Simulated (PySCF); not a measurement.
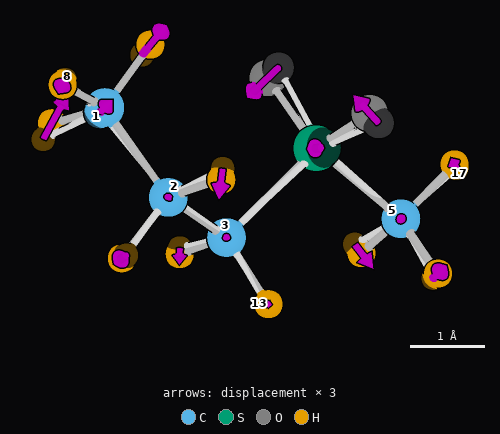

A relaxation of C4H10O2S. The starting structure is drawn faded, the final one solid; purple arrows show the displacements, magnified 3 times. The two geometries are superimposed by the best rigid fit.

The picture is a ball-and-stick view, seen at a tilt.

The start comes from GFN2-xTB.

All numbers below come from PBE0-D3(BJ)/def2-SVP geometry optimisation, gas phase in PySCF 2.14.0, density-fitted response routines. 

### Describe the change and its energy.

After 14 geometry steps the energy has fallen by 0.140 eV. Largest force component: 1.7 eV/Å at the start, 0.016 eV/Å at the end. The largest move after the best rigid fit is that of an O atom, 0.33 Å. By element the largest moves are O 0.33 Å, H 0.33 Å, S 0.13 Å, C 0.12 Å. Among the contacts that change: C–S 1.820 → 1.786 Å, O–S 1.437 → 1.462 Å, C–S 1.825 → 1.803 Å, C–H 1.083 → 1.098 Å. Bond angles that change, for instance: C–C–C 111.5° → 114.6°, S–C–H 107.6° → 104.7°, O–S–O 117.6° → 120.4°. The run took roughly 4 core-minutes on a shared host.
